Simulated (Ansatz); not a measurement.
# Hf3TiO8: the cell at several levels of theory, part 3 of 3

The system is Hf3TiO8 in the tetragonal host structure, a generated structure that needn't be the ground state.

Ansatz 0.2.0, plane waves. Earlier steps stand in the parts before.

## 4. Relaxing with PBEsol

The cell of step 2 is the starting point.

input.yaml reads:

```yaml
crystal:
  lattice:
    - [3.5410565723, 0.0, 0.0]
    - [0.0, 7.1523223289, 0.0]
    - [0.0, 0.0, 5.2947427723]
  atoms:
    - { symbol: Hf, position: [0.5, 0.2525426666, 0.4971143016] }
    - { symbol: Ti, position: [0.0, 0.0, 0.0132271891] }
    - { symbol: O, position: [0.5, 0.0, 0.3356551996] }
    - { symbol: O, position: [0.0, 0.2399355213, 0.1773278249] }
    - { symbol: O, position: [0.0, 0.252586701, 0.6866839333] }
    - { symbol: O, position: [0.5, 0.0, 0.8530075406] }
    - { symbol: Hf, position: [0.5, 0.7474573334, 0.4971143016] }
    - { symbol: Hf, position: [0.0, 0.5, -0.0105713307] }
    - { symbol: O, position: [0.5, 0.5, 0.291415025] }
    - { symbol: O, position: [0.0, 0.7600644787, 0.1773278249] }
    - { symbol: O, position: [0.0, 0.747413299, 0.6866839333] }
    - { symbol: O, position: [0.5, 0.5, 0.7950142569] }
kpoints:
  mp_grid: { grid: [6, 4, 4] }
hamiltonian:
  xc: pbesol
scf:
  occupations: { method: fermi_dirac, width: 0.02 }
relax:
  f_tol: 0.005
  cell: {}
```

Standard output:

```text
Engine: ansatz 0.2.0, x86_64-unknown-linux-gnu
Pseudopotentials: kind: paw
Pseudopotential: Hf, paw, valence charge 26, recommended cutoff 420 eV (normal), Hf.paw.azcp
Pseudopotential: Ti, paw, valence charge 12, recommended cutoff 420 eV (normal), Ti.paw.azcp
Pseudopotential: O, paw, valence charge 6, recommended cutoff 420 eV (normal), O.paw.azcp
Functional definition: PBEsol
  exchange = pbesol_x
  correlation = pbesol_c
Crystal: 12 atoms, lattice volume = 134.099 Å³
Basis set: ecut = 420 eV, 2597 PW (Γ), exchange–correlation on 48×96×72 points (8 copies of the dense FFT grid, shifted against one another)
Bands: 83, of which v1, the nominal top of the filled ones, is band 69 counted from 1 (68 counted from 0)
Symmetry: 4 space group operations
Space group: Pmm2 (ITA 25), of the structure as read, at distance tolerance 5.1e-5 Å
k-points: 36 of 96 (time reversal used)
Non-local potential: Hf, projectors of the file, l = 0: 3, l = 1: 2, l = 2: 2, l = 3: 3
Non-local potential: Ti, projectors of the file, l = 0: 3, l = 1: 2, l = 2: 3, l = 3: 1
Non-local potential: O, projectors of the file, l = 0: 2, l = 1: 2, l = 2: 1
PAW form: soft (Blöchl's): semilocal exchange-correlation on the pseudo side does not see the compensation charge
PAW frozen core: Hf, regenerated for the run's functional, and the local potential with it (the file was generated under x = pbe(κ = 0.804, μ = 0.2195149727645171), c = pbe(β = 0.06672455060314922))
PAW frozen core: Ti, regenerated for the run's functional, and the local potential with it (the file was generated under x = pbe(κ = 0.804, μ = 0.2195149727645171), c = pbe(β = 0.06672455060314922))
PAW frozen core: O, regenerated for the run's functional, and the local potential with it (the file was generated under x = pbe(κ = 0.804, μ = 0.2195149727645171), c = pbe(β = 0.06672455060314922))
PAW one-centre angular grid: Hf, 590 points (default); XC on 64 Gauss nodes
PAW one-centre angular grid: Ti, 590 points (default); XC on 64 Gauss nodes
PAW one-centre angular grid: O, 110 points (default); XC on 64 Gauss nodes
Initial density: superposition of atomic densities (neutral atoms: chi_scale 0, normalization atom), corrected by the library's trained network
Initial wavefunctions: pseudopotential atomic-orbital guess
Functional: x = pbesol(κ = 0.804, μ = 0.12345679012345678), c = pbesol(β = 0.046)
SCF iter   1: F=—  HF=-53774.638720 eV  |F-HF|=—  |Δ(HF+E_count)|=         —  Δρ=1.88e-2  dr2=3.91e-1  ethr=1.77e-3  ⟨swp⟩=5.7  Hψ=9369  notcnv=0  defer=99
preconditioner: auto → Resta (q_TF=auto, 2.741 Å⁻¹)  ε∞=5.6  [insulator: Δε(μ)=2.526 eV  Ē_g=17.129 eV  σ=0.020 eV  W_gap=1.00  n_scr=44 (ndim 8)  ℏωp=36.6 eV  f_vac=0.050  D(μ)=0.00/eV (n_scr^D=0)  ε∞_Penn≈5.6]
SCF iter   2: F=—  HF=-53774.549817 eV  |F-HF|=—  |Δ(HF+E_count)|=   8.89e-2  Δρ=5.75e-3  dr2=4.25e-2  ethr=2.83e-4  ⟨swp⟩=2.0  Hψ=5395  notcnv=0  defer=350
SCF iter   3: F=—  HF=-53774.544604 eV  |F-HF|=—  |Δ(HF+E_count)|=   5.21e-3  Δρ=2.36e-3  dr2=6.04e-3  ethr=3.08e-5  ⟨swp⟩=3.0  Hψ=5304  notcnv=0  defer=350
SCF iter   4: F=—  HF=-53774.544512 eV  |F-HF|=—  |Δ(HF+E_count)|=   9.30e-5  Δρ=1.19e-3  dr2=1.26e-3  ethr=4.38e-6  ⟨swp⟩=2.0  Hψ=4232  notcnv=0  defer=350
SCF iter   5: F=—  HF=-53774.544013 eV  |F-HF|=—  |Δ(HF+E_count)|=   4.99e-4  Δρ=4.66e-4  dr2=2.79e-4  ethr=9.14e-7  ⟨swp⟩=2.0  Hψ=4316  notcnv=0  defer=350
SCF iter   6: F=—  HF=-53774.544083 eV  |F-HF|=—  |Δ(HF+E_count)|=   7.04e-5  Δρ=1.17e-4  dr2=2.17e-5  ethr=2.02e-7  ⟨swp⟩=2.0  Hψ=4373  notcnv=0  defer=350
SCF iter   7: F=—  HF=-53774.544380 eV  |F-HF|=—  |Δ(HF+E_count)|=   2.96e-4  Δρ=5.57e-5  dr2=5.07e-6  ethr=1.57e-8  ⟨swp⟩=2.0  Hψ=4679  notcnv=0  defer=350
SCF iter   8: F=—  HF=-53774.544381 eV  |F-HF|=—  |Δ(HF+E_count)|=   1.47e-6  Δρ=2.33e-5  dr2=7.53e-7  ethr=3.68e-9  ⟨swp⟩=2.0  Hψ=5122  notcnv=0  defer=350
SCF iter   9: F=—  HF=-53774.544381 eV  |F-HF|=—  |Δ(HF+E_count)|=   2.64e-7  Δρ=1.56e-5  dr2=2.63e-7  ethr=5.46e-10  ⟨swp⟩=2.0  Hψ=5122  notcnv=0  defer=350
SCF iter  10: F=-53774.544381 eV  HF=-53774.544381 eV  |F-HF|=4.15e-9  |Δ(HF+E_count)|=   3.55e-8  Δρ=4.47e-6  dr2=2.26e-8  ethr=7.25e-11  ⟨swp⟩=4.4  Hψ=10136  notcnv=0
SCF 1 converged in 10 iterations: F = -53774.544381 eV  dr2 = 2.26e-8
relax step   1: F+E_penalty+E_count = -53774.54438145 eV  Δ(F+E_penalty+E_count) = +0.000e0 eV  max|allowed force component| = 6.727e-2 eV/Å  Δτ_max = 0.0000 Å  P = -7.327 GPa  Ω = 134.099 Å³  (10 SCF iters, dr2 threshold 1.00e-7 eV, accepted)
[... from here on, the SCF cycles and remarks between the steps are left out ...]
relax step   2: F+E_penalty+E_count = -53774.67911965 eV  Δ(F+E_penalty+E_count) = -1.347e-1 eV  max|allowed force component| = 3.054e-1 eV/Å  Δτ_max = 0.0309 Å  P = +1.740 GPa  Ω = 128.472 Å³  energy of the carried Pulay correction = +2.889e-2 eV  (8 SCF iters, dr2 threshold 1.20e-6 eV, accepted)
relax step   3: F+E_penalty+E_count = -53774.68537046 eV  Δ(F+E_penalty+E_count) = -6.251e-3 eV  max|allowed force component| = 9.478e-2 eV/Å  Δτ_max = 0.0202 Å  P = +0.352 GPa  Ω = 129.040 Å³  energy of the carried Pulay correction = +2.592e-2 eV  (6 SCF iters, dr2 threshold 1.20e-6 eV, accepted)
relax step   4: F+E_penalty+E_count = -53774.68861577 eV  Δ(F+E_penalty+E_count) = -3.245e-3 eV  max|allowed force component| = 8.289e-2 eV/Å  Δτ_max = 0.0084 Å  P = -0.135 GPa  Ω = 129.065 Å³  energy of the carried Pulay correction = +2.579e-2 eV  (5 SCF iters, dr2 threshold 1.20e-6 eV, accepted)
relax step   5: F+E_penalty+E_count = -53774.69236806 eV  Δ(F+E_penalty+E_count) = -3.752e-3 eV  max|allowed force component| = 3.991e-2 eV/Å  Δτ_max = 0.0166 Å  P = -0.208 GPa  Ω = 128.779 Å³  energy of the carried Pulay correction = +2.728e-2 eV  (6 SCF iters, dr2 threshold 4.29e-7 eV, accepted)
relax step   6: F+E_penalty+E_count = -53774.69393751 eV  Δ(F+E_penalty+E_count) = -1.569e-3 eV  max|allowed force component| = 3.617e-2 eV/Å  Δτ_max = 0.0083 Å  P = +0.023 GPa  Ω = 128.531 Å³  energy of the carried Pulay correction = +2.858e-2 eV  (6 SCF iters, dr2 threshold 3.43e-7 eV, accepted)
relax step   7: F+E_penalty+E_count = -53774.69405233 eV  Δ(F+E_penalty+E_count) = -1.148e-4 eV  max|allowed force component| = 1.061e-2 eV/Å  Δτ_max = 0.0020 Å  P = +0.020 GPa  Ω = 128.536 Å³  energy of the carried Pulay correction = +2.855e-2 eV  (6 SCF iters, dr2 threshold 8.18e-8 eV, accepted)
relax step   8: F+E_penalty+E_count = -53774.69400280 eV  Δ(F+E_penalty+E_count) = +4.953e-5 eV  max|allowed force component| = 8.669e-3 eV/Å  Δτ_max = 0.0011 Å  P = +0.004 GPa  Ω = 128.557 Å³  energy of the carried Pulay correction = +2.844e-2 eV  (6 SCF iters, dr2 threshold 1.27e-8 eV, accepted)
relax step   9: F+E_penalty+E_count = -53774.69405423 eV  Δ(F+E_penalty+E_count) = -5.142e-5 eV  max|allowed force component| = 7.362e-3 eV/Å  Δτ_max = 0.0028 Å  P = +0.008 GPa  Ω = 128.559 Å³  energy of the carried Pulay correction = +2.843e-2 eV  (7 SCF iters, dr2 threshold 7.28e-9 eV, accepted)
relax step  10: F+E_penalty+E_count = -53774.69404590 eV  Δ(F+E_penalty+E_count) = +8.328e-6 eV  max|allowed force component| = 4.114e-3 eV/Å  Δτ_max = 0.0009 Å  P = +0.002 GPa  Ω = 128.561 Å³  energy of the carried Pulay correction = +2.842e-2 eV  (6 SCF iters, dr2 threshold 3.39e-9 eV, accepted)
relax step  11: F+E_penalty+E_count = -53774.67188041 eV  Δ(F+E_penalty+E_count) = +2.217e-2 eV  max|allowed force component| = 4.222e-3 eV/Å  Δτ_max = 0.0000 Å  P = -0.309 GPa  Ω = 128.561 Å³  stress off target by 3.62e-1 GPa  SCF on the basis re-selected at this cell (its energy is not comparable with the rows above)  (8 SCF iters)
relax step  12: F+E_penalty+E_count = -53774.67384332 eV  Δ(F+E_penalty+E_count) = -1.963e-3 eV  max|allowed force component| = 2.200e-2 eV/Å  Δτ_max = 0.0044 Å  P = +0.261 GPa  Ω = 128.204 Å³  energy of the carried Pulay correction = +1.863e-3 eV  (6 SCF iters, dr2 threshold 3.28e-7 eV, accepted)
relax step  13: F+E_penalty+E_count = -53774.67338925 eV  Δ(F+E_penalty+E_count) = +4.541e-4 eV  max|allowed force component| = 3.538e-3 eV/Å  Δτ_max = 0.0019 Å  P = +0.003 GPa  Ω = 128.320 Å³  energy of the carried Pulay correction = +1.259e-3 eV  (5 SCF iters, dr2 threshold 2.16e-7 eV, accepted)
relax step  14: F+E_penalty+E_count = -53774.67206489 eV  Δ(F+E_penalty+E_count) = +1.324e-3 eV  max|allowed force component| = 3.580e-3 eV/Å  Δτ_max = 0.0000 Å  P = -0.007 GPa  Ω = 128.320 Å³  stress off target by 1.65e-2 GPa  SCF on the basis re-selected at this cell (its energy is not comparable with the rows above)  (7 SCF iters)
basis re-selected at this cell: Δ(F+E_penalty+E_count) = +1.324e-3 eV, ΔP = -0.010 GPa vs the last step (what re-selecting the basis moved, of the pressure what is left beyond the Pulay correction that the steps carried, after the strain that the cell walked since its last selection, with what the two solves' SCF thresholds leave and, on support functions, any second-order correction that the steps lacked; it is no measure of the basis error at this ecutwfc). This SCF's stress stands 1.65e-2 GPa from its target on what of the cell is left free (relax.cell.stress_tol is 5.00e-2 GPa) and its largest allowed force component is 3.58e-3 eV/Å (relax.f_tol is 5.00e-3 eV/Å): within both
SCF converged after 7 iterations
Free energy (F): -53774.672065 eV
Harris-Foulkes:  -53774.672065 eV  (|F-HF|=7.28e-12)
Internal energy: -53774.672065 eV  (E = F + TS)
E sigma→0 (E₀):  -53774.672065 eV
Fermi energy:    15.299996 eV
--- Per-component energies (eV) ---
  E_band       = -88.334580
  E_kinetic    = 2939.391530
  E_local      = -19687.589235  (includes V_loc(G=0)·N_el)
  E_nonlocal   = -3320.281070
  E_hartree    = 8919.572255
  E_xc         = -1575.020606
  E_vxc        = -1670.841375  (∫ρ·V_xc dr)
  E_paw        = -22659.858076  (= ΣΔE_a)
  E_vpaw       = 3811.820633  (= ΣTr[D̂ρ^β])
  E_aug_tail   = 0.019962  (compensation charges beyond the density's cutoff)
  E_ewald      = -18395.081786
  E_core_change = 4.174962  (= ΣΔE_core)
  E_smearing   = -0.000000  (= −TS)
  E_closure    = 0.000000  (closes the sum)
  Σ components = -53774.672065   (vs F -53774.672065, Δ=0.00e0)
--- Forces (eV/Å), atoms counted from 1 ---
  atom   1  Hf    -0.00000000     0.00084308     0.00087860
  atom   2  Ti     0.00000000     0.00000000     0.00259559
  atom   3  O     -0.00000000    -0.00000000    -0.00179228
  atom   4  O      0.00000000     0.00358044    -0.00155321
  atom   5  O     -0.00000000     0.00014888    -0.00078315
  atom   6  O      0.00000000    -0.00000000     0.00184372
  atom   7  Hf    -0.00000000    -0.00084308     0.00087860
  atom   8  Hf     0.00000000     0.00000000     0.00180388
  atom   9  O     -0.00000000    -0.00000000     0.00155453
  atom  10  O      0.00000000    -0.00358044    -0.00155321
  atom  11  O     -0.00000000    -0.00014888    -0.00078315
  atom  12  O      0.00000000    -0.00000000    -0.00308792
  max |Σ_I F_I| component: 1.99e-6 eV/Å
--- Stress (GPa, compression-positive) ---
        0.009086       0.000000       0.000000
        0.000000      -0.012498       0.000000
        0.000000       0.000000      -0.016470
  P = ⅓ Tr σ = -0.0066 GPa (-0.066 kbar)
--- Band table (eV; the first three rows and the last of 36) ---
  k-point 0: bands = ["-46.5081", "-46.2491", "-46.2427", "-42.4700", "-18.8513", "-18.8340", "-18.7126", "-15.4732", "-15.3091", "-15.2988", "-15.1818", "-15.0999", "-15.0634", "-14.9444", "-14.9330", "-14.9249", "-4.3408", "-3.0129", "-2.9723", "-2.5116", "-2.4526", "-2.2624", "-2.2244", "-1.7510", "3.6101", "3.6210", "3.6220", "3.6355", "3.6410", "3.6566", "3.6803", "3.8716", "3.8812", "3.8818", "3.8877", "3.8878", "3.9027", "3.9098", "3.9155", "3.9174", "3.9198", "3.9232", "3.9389", "3.9471", "4.0256", "8.4072", "8.8572", "8.9920", "9.1581", "9.2551", "9.3781", "10.4314", "10.5059", "10.6437", "10.6779", "11.0268", "11.1003", "11.4257", "11.5574", "12.1703", "12.2451", "12.2587", "12.5141", "12.7482", "13.3642", "13.5480", "13.6878", "13.7586", "13.8276", "16.7554", "16.9614", "18.1991", "18.2165", "18.8973", "19.0948", "19.2155", "19.2383", "19.6540", "19.9152", "20.0693", "20.3531", "21.2415", "21.9886"]
[... 3 lines left out ...]
--- Relaxed structure (12 steps of the walk, 12 accepted, 2 SCFs on fresh bases) ---
  F+E_penalty+E_count = -53774.67206489 eV   max|allowed force component| = 3.580e-3 eV/Å   (the final SCF, on the basis selected at the relaxed cell)
  cell:  # Å, volume = 128.3203 Å³
    - [3.51303600202836, 2.553779796872007e-18, 6.029889878227211e-18]
    - [5.1581938586192984e-18, 7.05940056914167, -6.339935325328788e-33]
    - [9.016155262882822e-18, -4.693346468041063e-33, 5.174219741448968]
  atoms:
    - { symbol: Hf, position: [0.5, 0.250396771155447, 0.49880819388808817] }
    - { symbol: Ti, position: [2.839491743760662e-19, 2.597513803506344e-20, 0.009806226115434288] }
    - { symbol: O, position: [0.5, 2.5975138035062852e-20, 0.321291847116857] }
    - { symbol: O, position: [-5.942122031276999e-19, 0.2401699390041448, 0.18417011536322958] }
    - { symbol: O, position: [-2.4235394624814274e-19, 0.24888010863934693, 0.6946107589020059] }
    - { symbol: O, position: [0.5, 2.5975138035063077e-20, 0.8404510179765345] }
    - { symbol: Hf, position: [0.5, 0.7496032288445529, 0.49880819388808817] }
    - { symbol: Hf, position: [-2.0218794262900019e-19, 0.5000000000000001, -0.008135410718266798] }
    - { symbol: O, position: [0.5, 0.5000000000000001, 0.2900170843590729] }
    - { symbol: O, position: [-5.416450023672754e-19, 0.7598300609958553, 0.18417011536322958] }
    - { symbol: O, position: [-1.0735419551501262e-18, 0.7511198913606532, 0.6946107589020059] }
    - { symbol: O, position: [0.5, 0.5000000000000001, 0.7913910989437214] }
```

It took 44 s on 1 × NVIDIA H100 80GB HBM3 with 2 threads of AMD EPYC 7R13 (Zen 3), shared host; peak host memory 1.2 GiB.

Step by step:

```
step  energy change (meV/atom)  largest force (eV/Å)  pressure (GPa)  volume (Å³/atom)
   1                       0.0                0.0673           -7.33            11.175
   2                     -11.2                0.3054            1.74            10.706
   3                     -11.7                0.0948            0.35            10.753
   4                     -12.0                0.0829           -0.14            10.755
   5                     -12.3                0.0399           -0.21            10.732
   6                     -12.5                0.0362            0.02            10.711
   7                     -12.5                0.0106            0.02            10.711
   8                     -12.5                0.0087            0.00            10.713
   9                     -12.5                0.0074            0.01            10.713
  10                     -12.5                0.0041            0.00            10.713
  11                     -10.6                0.0042           -0.31            10.713
  12                     -10.8                0.0220            0.26            10.684
  13                     -10.8                0.0035            0.00            10.693
  14                     -10.6                0.0036           -0.01            10.693
```

Steps 11, 14 solve the same cell on a plane-wave basis chosen anew, so the energy can jump there without a move.

The table lists every geometry solved, with passes on a fresh basis, whose energies don't compare exactly with the rows above.

|  | before | after | change |
| --- | --- | --- | --- |
| a (Å) | 3.541 | 3.513 | -0.79 % |
| b (Å) | 7.152 | 7.059 | -1.30 % |
| c (Å) | 5.295 | 5.174 | -2.28 % |
| volume (Å³/atom) | 11.175 | 10.693 | -4.31 % |
| shortest distance (Å) | 1.924 | 1.921 | -0.15 % |
| space group | Pmm2 | Pmm2 | same |

## 5. Results

The summary covers parts 1 to 3.

```
 level  a (Å)  b (Å)  c (Å)  volume (Å³/atom)  space group  SCF geometries
   PBE  3.541  7.152  5.295            11.175         Pmm2              15
r2SCAN  3.522  7.078  5.219            10.844         Pmm2              10
PBEsol  3.513  7.059  5.174            10.693         Pmm2              14
```

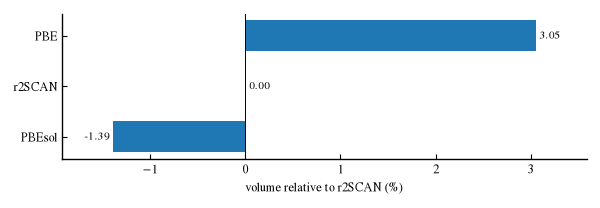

Relaxed volume of each level against r2SCAN.

What this shows: From the start to the first minimum the volume moved by +5.6 %. PBEsol gives the smallest cell and PBE the largest; they differ by 4.5 % in volume, a mean of 1.5 % in length.
